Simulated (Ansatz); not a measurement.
## (CaO)1(YN)3 [001] superlattice, started as rocksalt type: relaxing the cell for a phonon run

Wanted: the relaxed cell of (CaO)1(YN)3 [001] superlattice, started as rocksalt type.

Program: Ansatz 0.2.0. Level of theory: DFT PBEsol, scalar-relativistic, plane waves, PAW. Results are calculated unless marked as measured.

The structure was built from a prototype and need not be the compound's stable phase.

### 1. The structure

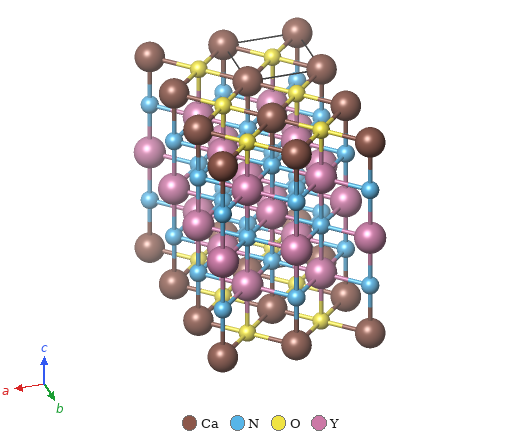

Start, viewed from a free direction; calcium brown, nitrogen blue, oxygen yellow, yttrium pink. 2×3×1 cells are drawn. Some periodic images of atoms are drawn too.

Structure file:

```xyz
8
Lattice="2.4350 2.4350 0.0000 -2.4350 2.4350 0.0000 0.0000 0.0000 9.7400" Properties=species:S:1:pos:R:3 pbc="T T T"
Ca    0.0000    0.0000    0.0000
N     2.4350    2.4350    2.4350
N     0.0000    2.4350    4.8700
N     2.4350    2.4350    7.3050
O     0.0000    2.4350    0.0000
Y     0.0000    2.4350    2.4350
Y     0.0000    0.0000    4.8700
Y     0.0000    2.4350    7.3050
```

### 2. Probe on a coarse mesh

First a cheap look: the gap decides the mesh and the occupations, the pressure tells how far the cell has to move.

input.yaml reads:

```yaml
crystal:
  lattice:
    - [2.435, 2.435, 0.0]
    - [-2.435, 2.435, 0.0]
    - [0.0, 0.0, 9.74]
  atoms:
    - { symbol: Ca, position: [0.0, 0.0, 0.0] }
    - { symbol: "N", position: [1.0, 0.0, 0.25] }
    - { symbol: "N", position: [0.5, 0.5, 0.5] }
    - { symbol: "N", position: [1.0, 0.0, 0.75] }
    - { symbol: O, position: [0.5, 0.5, 0.0] }
    - { symbol: "Y", position: [0.5, 0.5, 0.25] }
    - { symbol: "Y", position: [0.0, 0.0, 0.5] }
    - { symbol: "Y", position: [0.5, 0.5, 0.75] }
kpoints:
  mp_grid: { grid: [6, 6, 2] }
hamiltonian:
  xc: pbesol
scf:
  occupations: { method: gaussian, width: 0.1 }
output:
  forces: true
  stress: true
  eigenvalues: true
```

Launch:

```console
$ ansatz run input.yaml --threads 8 --pin off --max-ram 14336MiB --backend cpu --events-out ev --progress --plain --runs-dir out
```

Numbers of over 12 decimals in the logs are rounded to 6 here.

Output:

```text
Engine: ansatz 0.2.0, x86_64-unknown-linux-gnu
Pseudopotentials: kind: paw
Pseudopotential: Ca, paw, valence charge 10, recommended cutoff 420 eV (normal), Ca.paw.azcp
Pseudopotential: N, paw, valence charge 5, recommended cutoff 420 eV (normal), N.paw.azcp
Pseudopotential: O, paw, valence charge 6, recommended cutoff 420 eV (normal), O.paw.azcp
[...]
k-point 0: bands = [... 28 lower, 10.8542, 10.8878, 11.1902, 11.1902, 11.5009, 12.4473, 13.2107, 14.5912, ... 3 higher]
  k-point 1: bands = [... 28 lower, 10.9386, 10.9386, 11.0732, 11.0732, 11.5958, 12.1365, 13.6503, 14.6931, ... 3 higher]
  k-point 2: bands = [... 28 lower, 10.2592, 10.2696, 10.5197, 10.6395, 12.7505, 13.4861, 14.0405, 14.5725, ... 3 higher]
  k-point 19: bands = [... 28 lower, 9.9262, 10.2314, 10.2863, 10.2863, 12.6113, 12.6113, 13.3691, 13.3691, ... 3 higher]
[key lines of the parts left out:]
SCF converged after 7 iterations
Free energy (F): -14889.594910 eV
Fermi energy:    11.355012 eV
P = ⅓ Tr σ = -2.8376 GPa (-28.376 kbar)
```

The job ended after 0.69 s (8 threads of Intel Xeon Platinum 8488C (Sapphire Rapids), shared host; peak memory 0.63 GiB; 4.1 s of CPU time).

A gap read on the k-mesh alone can miss the band edges.

Numbers from this step:

| Quantity | Value |
| --- | --- |
| pressure | -2.838 GPa |
| volume per atom | 14.44 Å³ |
| gap on the k-mesh | 0.3107 eV |
| direct gap on mesh | 0.3107 eV |

The coarse mesh shows a gap of 0.31 eV and a pressure of -2.8 GPa.

### 3. Bringing the structure to rest

Harmonic phonons are second derivatives at a point where the forces vanish, and they are wanted at zero stress, so atoms and cell are relaxed first.

Edit input.yaml of step 2 so:

```diff
@@ -15,3 +15,3 @@
 kpoints:
-  mp_grid: { grid: [6, 6, 2] }
+  mp_grid: { grid: [10, 10, 4] }
 hamiltonian:
@@ -19,3 +19,3 @@
 scf:
-  occupations: { method: gaussian, width: 0.1 }
+  occupations: { method: gaussian, width: 0.02 }
 output:
@@ -24 +24,6 @@
   eigenvalues: true
+relax:
+  adjacent_minimum: "off"
+  f_tol: 0.005
+  max_steps: 80
+  cell: { stress_tol: 0.05 }
```

Output:

```text
[...]
Crystal: 8 atoms, lattice volume = 115.501 Å³
Basis set: ecut = 420 eV, 2245 PW (Γ), exchange–correlation on 48×48×144 points (8 copies of the dense FFT grid, shifted against one another)
Bands: 40, of which v1, the nominal top of the filled ones, is band 32 counted from 1 (31 counted from 0)
Symmetry: 16 space group operations
[...]
k-points: 63 of 400
[...]
SCF iter   1: F=—  HF=-14889.672763 eV  |F-HF|=—  |Δ(HF+E_count)|=         —  Δρ=1.43e-2  dr2=2.98e-1  ethr=1.77e-3  ⟨swp⟩=9.6  Hψ=13068  notcnv=0  defer=4
[...]
SCF iter   7: F=-14889.608931 eV  HF=-14889.608931 eV  |F-HF|=6.34e-9  |Δ(HF+E_count)|=   1.36e-8  Δρ=3.20e-6  dr2=1.19e-8  ethr=1.56e-10  ⟨swp⟩=11.0  Hψ=10460  notcnv=0
SCF 1 converged in 7 iterations: F = -14889.608931 eV  dr2 = 1.19e-8
[...]
relax step   1: F+E_penalty+E_count = -14889.60893102 eV  Δ(F+E_penalty+E_count) = +0.000e0 eV  max|allowed force component| = 2.901e-1 eV/Å  Δτ_max = 0.0000 Å  P = -2.900 GPa  Ω = 115.501 Å³  (7 SCF iters, dr2 threshold 1.00e-7 eV, accepted)
Crystal: 8 atoms, lattice volume = 111.137 Å³
Basis set: ecut = 420 eV, 2181 PW (Γ), exchange–correlation on 48×48×144 points (8 copies of the dense FFT grid, shifted against one another)
[...]
iter 1 solved again at ethr=6.20e-5 eV; its pass at ethr=3.10e-3 eV (dr2=3.97e-2 eV) is discarded
[...]
SCF iter   6: F=-14889.609218 eV  HF=-14889.609218 eV  |F-HF|=9.30e-9  |Δ(HF+E_count)|=   3.28e-7  Δρ=1.11e-5  dr2=8.98e-8  ethr=1.25e-9  ⟨swp⟩=7.2  Hψ=10334  notcnv=0
the search or the solves at the SCF's close seem to have found levels that the self-consistency loop had missed (the run counts 1). By its estimate they hold under 1e-12 electrons; where the run keeps them, the occupations were computed again with them
SCF 2 converged in 6 iterations: F = -14889.609218 eV  dr2 = 8.98e-8
relax step   2: F+E_penalty+E_count = -14889.60921768 eV  Δ(F+E_penalty+E_count) = -2.867e-4 eV  max|allowed force component| = 3.897e-1 eV/Å  Δτ_max = 0.0377 Å  P = +3.314 GPa  Ω = 111.137 Å³  energy of the carried Pulay correction = +9.345e-3 eV  (6 SCF iters, dr2 threshold 8.00e-7 eV, rejected (line search))
Crystal: 8 atoms, lattice volume = 113.392 Å³
Basis set: ecut = 420 eV, 2213 PW (Γ), exchange–correlation on 48×48×144 points (8 copies of the dense FFT grid, shifted against one another)
[...]
SCF iter   9: F=-14889.638976 eV  HF=-14889.638976 eV  |F-HF|=3.64e-12  |Δ(HF+E_count)|=  4.00e-11  Δρ=4.44e-8  dr2=2.39e-12  ethr=1.00e-12  ⟨swp⟩=5.2  Hψ=8128  notcnv=0
SCF 3 converged in 9 iterations: F = -14889.638976 eV  dr2 = 2.39e-12
relax step   3: F+E_penalty+E_count = -14889.63897588 eV  Δ(F+E_penalty+E_count) = -3.004e-2 eV  max|allowed force component| = 3.025e-2 eV/Å  Δτ_max = 0.0168 Å  P = -0.035 GPa  Ω = 113.392 Å³  energy of the carried Pulay correction = +4.472e-3 eV  (9 SCF iters, accepted)
[...]
relax step   4: F+E_penalty+E_count = -14889.63908814 eV  Δ(F+E_penalty+E_count) = -1.123e-4 eV  max|allowed force component| = 1.395e-2 eV/Å  Δτ_max = 0.0025 Å  P = -0.005 GPa  Ω = 113.377 Å³  energy of the carried Pulay correction = +4.503e-3 eV  (6 SCF iters, dr2 threshold 5.72e-8 eV, accepted)
[...]
relax step   5: F+E_penalty+E_count = -14889.63911853 eV  Δ(F+E_penalty+E_count) = -3.039e-5 eV  max|allowed force component| = 2.749e-3 eV/Å  Δτ_max = 0.0009 Å  P = +0.012 GPa  Ω = 113.370 Å³  energy of the carried Pulay correction = +4.519e-3 eV  (6 SCF iters, dr2 threshold 1.22e-8 eV, accepted)
[...]
relax step   6: F+E_penalty+E_count = -14889.63507624 eV  Δ(F+E_penalty+E_count) = +4.042e-3 eV  max|allowed force component| = 2.726e-3 eV/Å  Δτ_max = 0.0000 Å  P = -0.051 GPa  Ω = 113.370 Å³  stress off target by 5.35e-2 GPa  SCF on the basis re-selected at this cell (its energy is not comparable with the rows above)  (6 SCF iters)
[...]
relax step   7: F+E_penalty+E_count = -14889.63515941 eV  Δ(F+E_penalty+E_count) = -8.317e-5 eV  max|allowed force component| = 7.213e-5 eV/Å  Δτ_max = 0.0002 Å  P = +0.001 GPa  Ω = 113.333 Å³  energy of the carried Pulay correction = +7.719e-5 eV  (6 SCF iters, dr2 threshold 7.16e-9 eV, accepted)
[...]
SCF iter   1: F=—  HF=-14889.635056 eV  |F-HF|=—  |Δ(HF+E_count)|=         —  Δρ=2.40e-6  dr2=2.11e-9  ethr=1.76e-7  ⟨swp⟩=3.4  Hψ=18924  notcnv=0
eigensolver tolerance schedule: the retry pair's looser diagonalisation over-reported the residual by 53289.33 of it (diagonalisation noise at an unbounded share of the residual, at the tolerance the schedule requests for it); recorded, not acted on — ethr = c·dr2/N_el stays at c = 1.0e-1
[...]
SCF iter   2: F=—  HF=-14889.635103 eV  |F-HF|=—  |Δ(HF+E_count)|=   4.65e-5  Δρ=1.47e-6  dr2=8.16e-10  ethr=3.30e-12  ⟨swp⟩=3.5  Hψ=6353  notcnv=0
[...]
SCF iter   8: F=-14889.635103 eV  HF=-14889.635103 eV  |F-HF|=0.00e0  |Δ(HF+E_count)|=  3.64e-12  Δρ=1.49e-9  dr2=1.49e-15  ethr=1.00e-12  ⟨swp⟩=1.1  Hψ=5382  notcnv=0
SCF 8 converged in 8 iterations: F = -14889.635103 eV  dr2 = 1.49e-15
relax step   8: F+E_penalty+E_count = -14889.63510294 eV  Δ(F+E_penalty+E_count) = +5.646e-5 eV  max|allowed force component| = 7.347e-5 eV/Å  Δτ_max = 0.0000 Å  P = +0.001 GPa  Ω = 113.333 Å³  stress off target by 5.95e-3 GPa  SCF on the basis re-selected at this cell (its energy is not comparable with the rows above)  (8 SCF iters)
[...]
SCF converged after 8 iterations
Free energy (F): -14889.635103 eV
[...]
Internal energy: -14889.635103 eV  (E = F + TS)
E sigma→0 (E₀):  -14889.635103 eV
Fermi energy:    11.612332 eV
[...]
--- Forces (eV/Å), atoms counted from 1 ---
  atom   1  Ca     0.00000000     0.00000000     0.00000000
  atom   2  N      0.00000000     0.00000000    -0.00007347
  atom   3  N      0.00000000    -0.00000000     0.00000000
  atom   4  N      0.00000000     0.00000000     0.00007347
  atom   5  O     -0.00000000     0.00000000     0.00000000
  atom   6  Y      0.00000000    -0.00000000    -0.00007037
  atom   7  Y     -0.00000000     0.00000000     0.00000000
  atom   8  Y      0.00000000    -0.00000000     0.00007037
  max |Σ_I F_I| component: 1.36e-20 eV/Å
--- Stress (GPa, compression-positive) ---
       -0.001633      -0.000000       0.000000
        0.000000      -0.001633       0.000000
        0.000000       0.000000       0.005953
  P = ⅓ Tr σ = 0.0009 GPa (0.009 kbar)
--- Band table (eV; the first three rows and the last of 63) ---
  k-point 0: bands = [... 28 lower, 11.1119, 11.1448, 11.4671, 11.4671, 11.7566, 12.6921, 13.4707, 14.9064, ... 4 higher]
  k-point 1: bands = [... 28 lower, 11.1392, 11.1392, 11.4198, 11.4198, 11.8026, 12.5130, 13.7114, 15.0621, ... 4 higher]
  k-point 2: bands = [... 28 lower, 11.1809, 11.1809, 11.3603, 11.3603, 11.8653, 12.3569, 13.9506, 14.8896, ... 4 higher]
  k-point 62: bands = [... 28 lower, 10.1650, 10.4961, 10.6029, 10.6029, 12.9484, 12.9484, 13.5606, 13.5606, ... 4 higher]
--- Relaxed structure (6 steps of the walk, 5 accepted, 2 SCFs on fresh bases) ---
  F+E_penalty+E_count = -14889.63510294 eV   max|allowed force component| = 7.347e-5 eV/Å   (the final SCF, on the basis selected at the relaxed cell)
  cell:  # Å, volume = 113.3333 Å³
    - [2.418803, 2.418803, 0.0]
    - [-2.418803, 2.418803, 0.0]
    - [0.0, 0.0, 9.685602]
  atoms:
    - { symbol: Ca, position: [0, 0, 0] }
    - { symbol: N, position: [1.0, 0.0, 0.252037] }
    - { symbol: N, position: [0.5, 0.5, 0.5] }
    - { symbol: N, position: [1.0, 0.0, 0.747963] }
    - { symbol: O, position: [0.5, 0.5, 0] }
    - { symbol: Y, position: [0.5, 0.5, 0.249825] }
    - { symbol: Y, position: [0, 0, 0.5] }
    - { symbol: Y, position: [0.5, 0.5, 0.750175] }
```

The job ended after 12 s (8 threads; peak memory 0.78 GiB; 87 s of CPU time).

Relaxation path:

```csv
step,energy less that of the first step (eV),largest force component (eV/Å),pressure (GPa),volume (Å³)
1,0.0000,0.2901,-2.90,115.50
2,-0.0003,0.3897,3.31,111.14
3,-0.0300,0.0303,-0.03,113.39
4,-0.0302,0.0140,-0.01,113.38
5,-0.0302,0.0027,0.01,113.37
6*,-0.0261,0.0027,-0.05,113.37
7,-0.0262,0.0001,0.00,113.33
8*,-0.0262,0.0001,0.00,113.33
```

Relaxation steps marked * repeat the geometry before them on a plane-wave basis chosen anew for their cell, so energy and pressure can jump there. Relaxation step 2 was tried and not accepted.

Forces are held to the 16 operations that the run works with; a distortion that breaks them can't arise in this run.

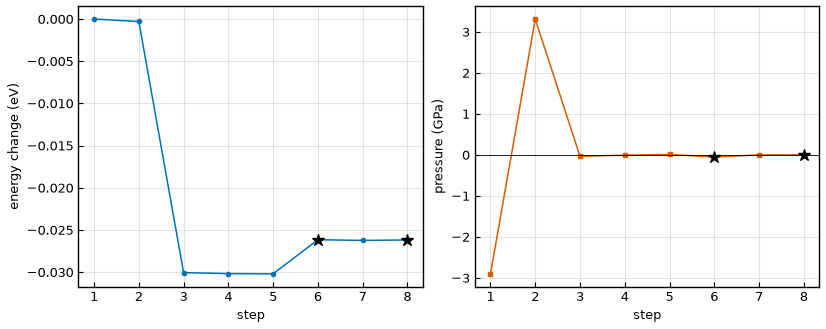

Energy and pressure along the relaxation. Stars mark steps on a basis chosen anew.

```csv
"conventional cell, symmetrised",before,after,change
a (Å),3.444,3.421,-0.7 %
b (Å),3.444,3.421,-0.7 %
c (Å),9.740,9.686,-0.6 %
volume (Å³/atom),14.44,14.17,-1.9 %
```

The atoms that moved most (Å, as changes of fractional coordinates times the final cell):

```csv
atom,dx,dy,dz,length
N4,0.000,0.000,-0.020,0.020
N2,0.000,0.000,0.020,0.020
```

Final coordinates:

```cif
data_structure
_symmetry_space_group_name_H-M 'P 1'
_symmetry_Int_Tables_number 1
_cell_length_a 3.4207
_cell_length_b 3.4207
_cell_length_c 9.6856
_cell_angle_alpha 90.000
_cell_angle_beta 90.000
_cell_angle_gamma 90.000
_cell_volume 113.33
loop_
_atom_site_label
_atom_site_type_symbol
_atom_site_fract_x
_atom_site_fract_y
_atom_site_fract_z
_atom_site_occupancy
Ca1 Ca 0.00000 0.00000 0.00000 1
N2 N 0.00000 0.00000 0.25204 1
N3 N 0.50000 0.50000 0.50000 1
N4 N 0.00000 0.00000 0.74796 1
O5 O 0.50000 0.50000 0.00000 1
Y6 Y 0.50000 0.50000 0.24983 1
Y7 Y 0.00000 0.00000 0.50000 1
Y8 Y 0.50000 0.50000 0.75017 1
```

This step gave:

- pressure: 8.96e-4 GPa
- gap on the k-mesh: 0.2895 eV
- volume per atom: 14.17 Å³
- direct gap on mesh: 0.2895 eV

In this step the volume went from 14.44 to 14.17 Å³/atom.

### 4. Tight relaxation

Phonons need a cell at rest on their own settings, so the relaxation is repeated with tight tolerances on forces and stress, using the mesh and the filling of the phonon run that follows.

input.yaml reads:

```yaml
crystal:
  lattice:
    - [2.4188028284, 2.4188028284, 0.0]
    - [-2.4188028284, 2.4188028284, 0.0]
    - [0.0, 0.0, 9.685601662]
  atoms:
    - { symbol: Ca, position: [0.0, 0.0, 0.0] }
    - { symbol: "N", position: [1.0, 0.0, 0.2520368508] }
    - { symbol: "N", position: [0.5, 0.5, 0.5] }
    - { symbol: "N", position: [1.0, 0.0, 0.7479631492] }
    - { symbol: O, position: [0.5, 0.5, 0.0] }
    - { symbol: "Y", position: [0.5, 0.5, 0.2498251124] }
    - { symbol: "Y", position: [0.0, 0.0, 0.5] }
    - { symbol: "Y", position: [0.5, 0.5, 0.7501748876] }
kpoints:
  mp_grid: { grid: [12, 12, 4] }
hamiltonian:
  xc: pbesol
scf:
  occupations: { method: fixed }
output:
  forces: true
  stress: true
  eigenvalues: true
relax:
  adjacent_minimum: "off"
  f_tol: 0.001
  max_steps: 60
  cell: { stress_tol: 0.01 }
```

Output:

```text
[...]
Crystal: 8 atoms, lattice volume = 113.333 Å³
Basis set: ecut = 420 eV, 2213 PW (Γ), exchange–correlation on 48×48×144 points (8 copies of the dense FFT grid, shifted against one another)
Bands: 40, of which v1, the nominal top of the filled ones, is band 32 counted from 1 (31 counted from 0)
Symmetry: 16 space group operations
[...]
k-points: 84 of 576
[...]
- [0.0, 0.0, 9.685601662]
  atoms:
    - { symbol: Ca, position: [0.0, 0.0, 0.0] }
    - { symbol: N, position: [1.000000, 0.0, 0.2520368508] }
    - { symbol: N, position: [0.500000, 0.500000, 0.5] }
    - { symbol: N, position: [1.000000, 0.0, 0.7479631492] }
    - { symbol: O, position: [0.500000, 0.500000, 0.0] }
    - { symbol: Y, position: [0.500000, 0.500000, 0.2498251124] }
    - { symbol: Y, position: [0.0, 0.0, 0.5] }
    - { symbol: Y, position: [0.500000, 0.500000, 0.7501748876] }
[key lines of the parts left out:]
SCF converged after 7 iterations
Free energy (F): -14889.635704 eV
Fermi energy:    11.466455 eV
P = ⅓ Tr σ = -0.0047 GPa (-0.047 kbar)
```

Elapsed: 4.4 s, on 8 threads; peak memory 0.79 GiB; 32 s of CPU time.

Little changed from the start: no atom moved by 0.005 Å and no cell edge by 0.1 %.

Numbers from this step:

```yaml
pressure: -0.004661 GPa
gap_on_the_k_mesh: 0.2902 eV
direct_gap_on_mesh: 0.2902 eV
```

The largest force component left is 0.75 meV/Å and the pressure is -0.005 GPa, within the tolerances set. The cell now holds 14.17 Å³/atom.

### 5. Outcome

| Property | Result |
| --- | --- |
| space group after relaxation (within 0.01 Å) | P4/mmm |
| lattice constant a | 3.421 Å |
| lattice constant b | 3.421 Å |
| lattice constant c | 9.686 Å |
| volume per atom | 14.2 Å³ |
| gap on the k-mesh | 0.290 eV |

What this shows: The largest force component left is 0.75 meV/Å and the pressure is -0.005 GPa, within the tolerances set. The cell now holds 14.17 Å³/atom. The relaxation keeps the symmetry of its start, so it says nothing on stability against lower symmetry. The starting cell was built on a prototype and not taken from a measurement, so the phase need not exist.

[Logs are printed without paths, hosts, clocks, repeated set-up lines and the standing remarks that a program may print on its own settings, such as how far it seeks lower states.]

[Hosts, paths, dates, database ids (printed as entryN), source tags and the programs' standing remarks are cut or masked in the printed files.]
